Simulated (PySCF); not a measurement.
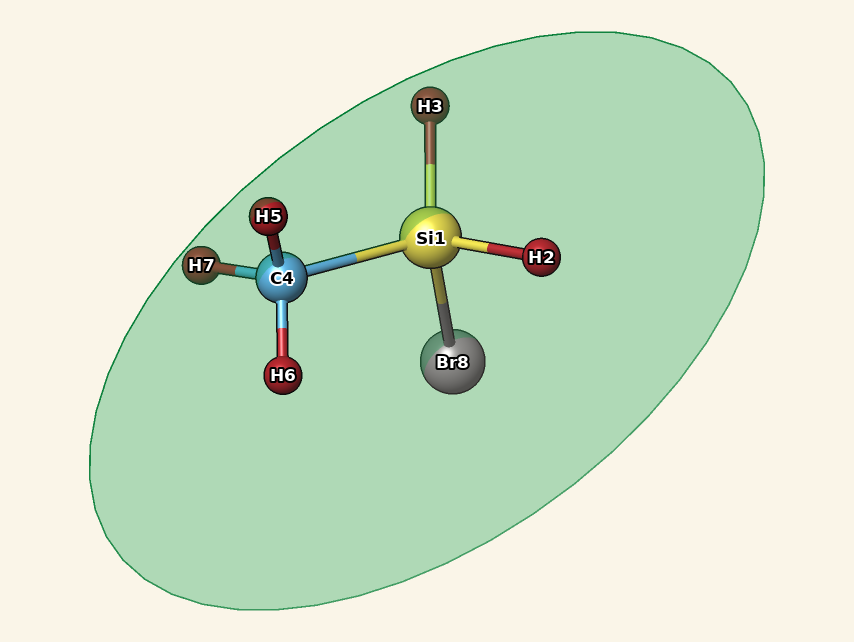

A disc through the centre of mass is drawn in. Depth is shown by fading: the farther an atom, the more it takes the colour of the background. The computed structure is the end point of a PBE0-D3(BJ)/def2-SVP optimisation. No frequency run is at hand to confirm it as a minimum.

### Is the plane of the disc a mirror plane of the structure?

Yes. The reflection leaves Si1, C4, H5, Br8 in place and moves H2 ↔ H3; H6 ↔ H7. The point group is Cs.
